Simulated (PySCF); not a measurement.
**C8H18S (SMILES CS[C@H](C)CC(C)(C)C): density, localisation and related maps**

```xyz
27

C     2.7450    1.1873   -0.2114
S     2.1243    0.0115    1.0229
C     0.9972   -1.0604    0.0426
C     1.7996   -1.8432   -0.9902
C    -0.1725   -0.3351   -0.6194
C    -1.2803    0.2576    0.2755
C    -2.4587    0.6092   -0.6421
C    -0.8203    1.5340    0.9822
C    -1.7515   -0.7575    1.3189
H     3.4302    1.8410    0.3183
H     1.9235    1.7702   -0.6161
H     3.2751    0.6597   -0.9982
H     0.6322   -1.7527    0.8033
H     2.1101   -1.2000   -1.8114
H     1.1939   -2.6480   -1.4025
H     2.6853   -2.2777   -0.5319
H    -0.6446   -1.0714   -1.2779
H     0.2166    0.4579   -1.2631
H    -3.2494    1.0937   -0.0742
H    -2.1421    1.2882   -1.4316
H    -2.8703   -0.2853   -1.1050
H     0.0167    1.3335    1.6439
H    -1.6344    1.9425    1.5768
H    -0.5206    2.2894    0.2582
H    -1.9756   -1.7153    0.8537
H    -2.6545   -0.3963    1.8059
H    -0.9950   -0.9064    2.0850
```

Geometry: GFN2-xTB.

Level of theory: PBE0/pcSseg-1, SCF density, gas phase, non-relativistic (PySCF 2.14.0).

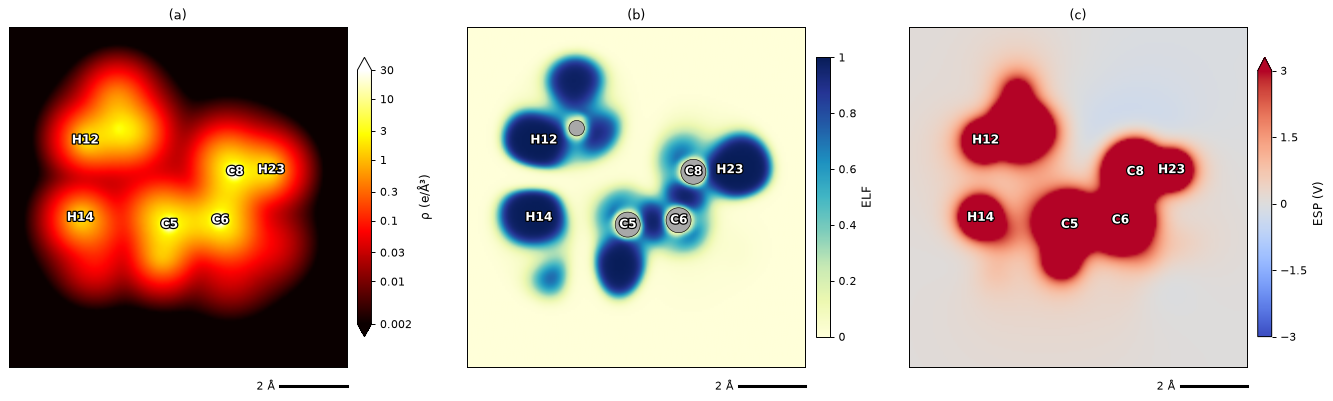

Figure 1. (a) total electron density; (b) ELF; (c) molecular electrostatic potential on the plane of atoms C6, C8 and H23. Grey discs cover the atomic cores in the ELF map.

What do the fields say about this system?

- The section cuts through C and H sites.
- C–C (1.54 Å): ρ is about 1.6 e/Å³ halfway; the ELF peaks at about 0.95 between the atoms, as expected for localised, covalent bonding.
- C–H (1.09 Å): ρ is about 2 e/Å³ halfway; the ELF climbs to about 1 towards the hydrogen, as it does in any bond to H; an ordinary covalent bond to hydrogen.
- The potential has no marked negative region in this plane.

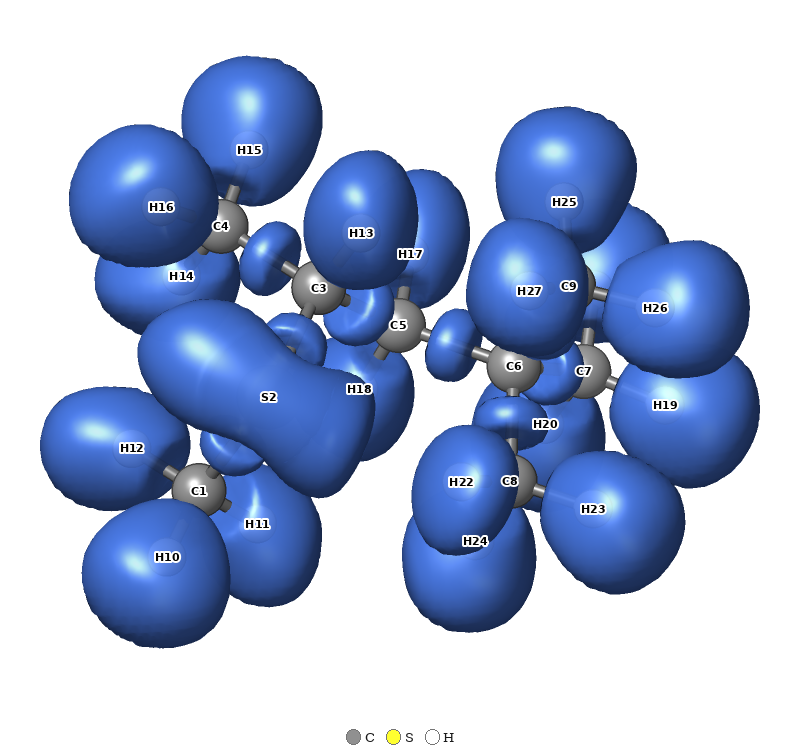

Figure 2. Isosurface of the ELF at 0.8 (blue), seen across its widest extent. Core shells and regions of very low density are left out.

Where are the electrons localised?

At this value the surface marks out six regions between bonded C–C atoms (shared pairs), two regions between bonded C–S atoms (shared pairs), 18 regions around hydrogen nuclei and one lobe on S, pointing away from the bonds (lone pairs, which may merge into one lobe).


C–C (1.52 Å): the ELF peaks at about 0.95 between the atoms, as expected for a shared electron pair. C–S (1.81 Å): the ELF peaks at about 0.90 between the atoms: a shared electron pair.

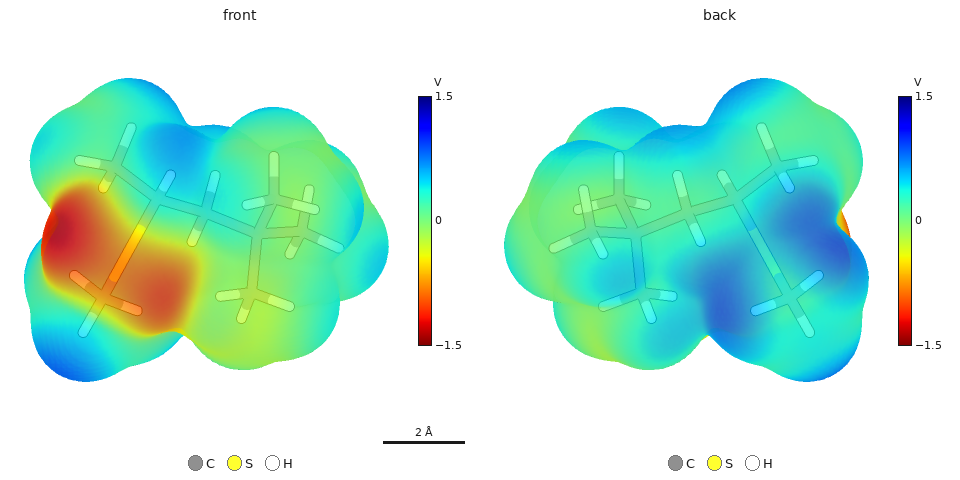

Figure 3. The electrostatic potential painted on the density surface at 0.002 e/bohr³, seen from the front and from behind; the colour scale runs from red (negative) to blue (positive).

Which sites attract a positive test charge, and which a negative one?

A positive charge is drawn to the negative regions and a negative charge to the positive ones. The most negative region (about −1.2 V) lies over S2, the most positive (about +0.8 V) over H10, H11 and H12.

What dipole moment does the calculation give?

Its dipole moment is 1.58 D.
